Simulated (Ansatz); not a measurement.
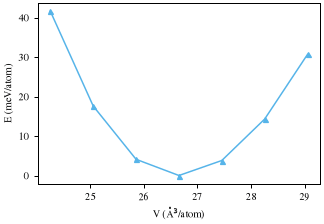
Figure: Sr3BiN (anti-perovskite, space group No. 221) under volume change, LDA (plane waves, PAW; program Ansatz), scaled uniformly.

What does a third-order Birch–Murnaghan fit give for V₀, B₀ and B′?

V₀ = 26.65 Å³/atom, B₀ = 52.6 GPa, B′ = 4.1.

Space group Pm-3m (anti-perovskite). The workflow started from a Materials Project entry (that database holds measured and hypothetical structures alike); the Crystallography Open Database copy checked does not list it. Its standing as an ambient phase is unchecked. The LDA relaxation kept the symmetry of its start; of distortions, only those at the zone centre were tested. Spin–orbit coupling is left out wherever it is not named.

Potentials: the later of the program's two PAW sets.
